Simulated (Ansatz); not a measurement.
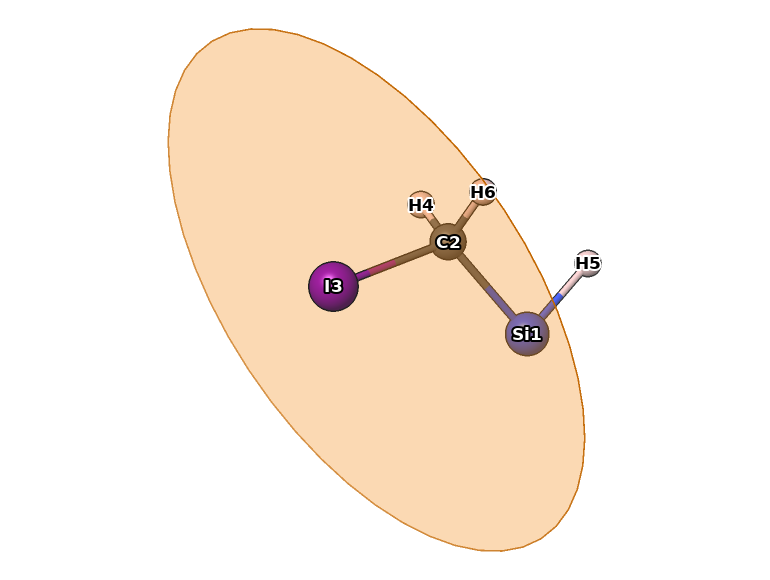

A disc through the centre of mass is drawn in. Atoms fade into the background with distance from the viewer. The computed structure is the end point of a PBE-D4/def2-SVP optimisation. No frequency run is at hand to confirm it as a minimum.

**Is the plane of the disc a mirror plane of the structure?**

No. The point group is Cs, with 1 mirror plane, and this plane isn't one of its mirror planes.
